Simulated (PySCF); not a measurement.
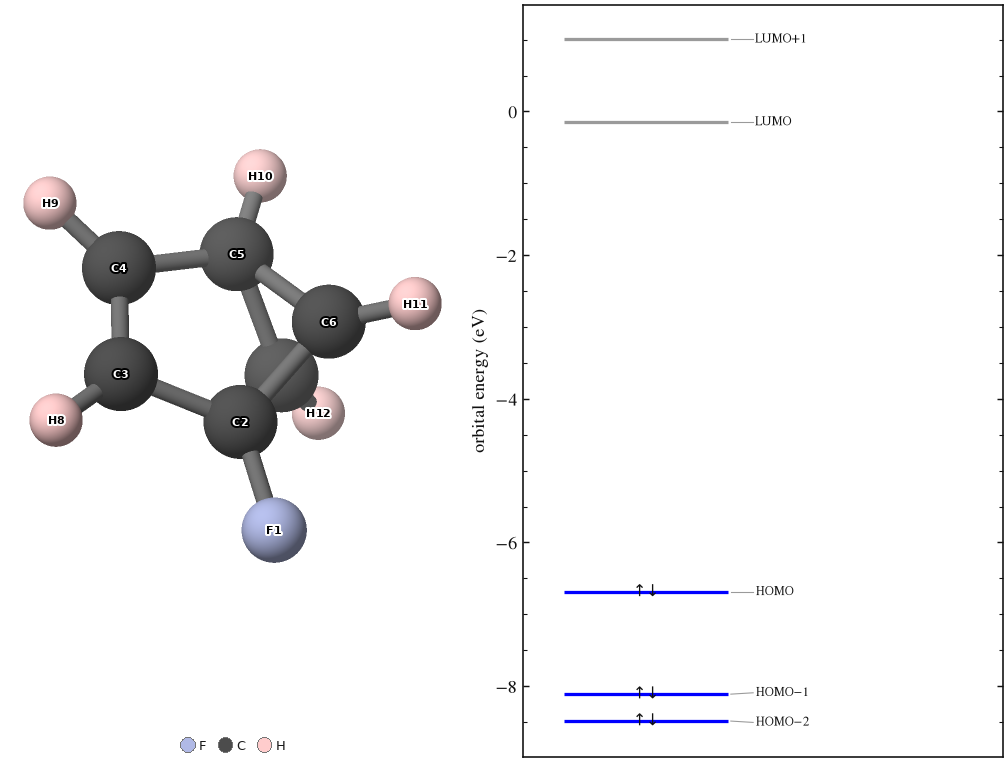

C₆H₅F, SMILES F[C@@]12C=C[C@H]3[C@@H]1[C@H]32. Kohn-Sham orbital energies near the frontier, PBE0/def2-SVPD with PySCF, at a GFN2-xTB geometry (no frequency check), isolated molecule; empty levels in grey, levels within 0.03 eV side by side.

Where do the frontier orbitals lie?

Answer. HOMO at −6.69 eV, LUMO at −0.15 eV, 6.54 eV apart.

On which atoms do HOMO and LUMO mostly sit?

Answer. HOMO: C4 30 %, C3 29 %, C7/C6 9 % each. LUMO: C4 30 %, C3 30 %, C6/C7 7 % each (Löwdin shares).

List the levels with the atoms that carry most of them (a dash for levels above zero or within 0.03 eV of another, where shares mean little).

Answer.
```tsv
orbital	energy (eV)	Löwdin shares
LUMO+1	1.00	–
LUMO	−0.15	C4 30 %, C3 30 %, C6/C7 7 % each
HOMO	−6.69	C4 30 %, C3 29 %, C7/C6 9 % each
HOMO−1	−8.11	C7/C6 31 % each, C2 8 %
HOMO−2	−8.49	C5 20 %, C2 18 %, F1 18 %
```

Caveats: the tight-binding geometry is rougher than a DFT one and adds to the error; empty levels above zero depend strongly on the basis.
